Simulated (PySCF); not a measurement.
SMILES C=CCCCl at its GFN2-xTB optimised geometry (Å):

```
12

C      1.5742    -0.6189     0.0000
C      0.2556    -0.6189     0.0000
C     -0.5887     0.6180     0.0000
C     -1.5044     0.6699    -1.2161
Cl    -0.5445     0.7673    -2.7196
H      2.1405     0.2979     0.0065
H      2.1448    -1.5316    -0.0070
H     -0.2943    -1.5512    -0.0148
H      0.0472     1.5044     0.0197
H     -1.2238     0.6268     0.8917
H     -2.1139    -0.2305    -1.2927
H     -2.1448     1.5512    -1.1952
```

Method: B3LYP/def2-TZVP (PySCF 2.14.0). Cells within 0.4 Å of a nucleus heavier than hydrogen are left out (blank, or x).

Map of the electron localisation function on the plane z = 0.0 Å:

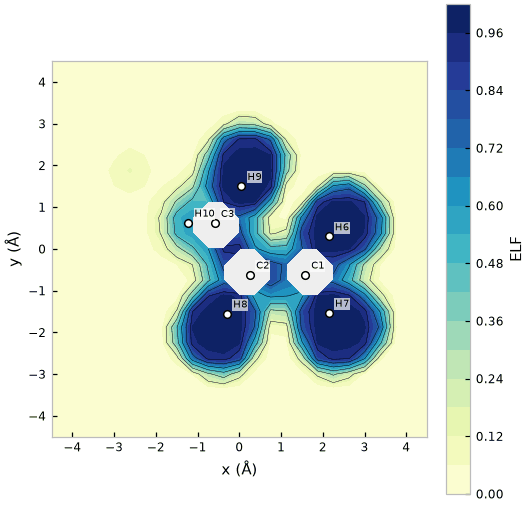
Fig. 1. Electron localisation function on the plane z = 0.0 Å.
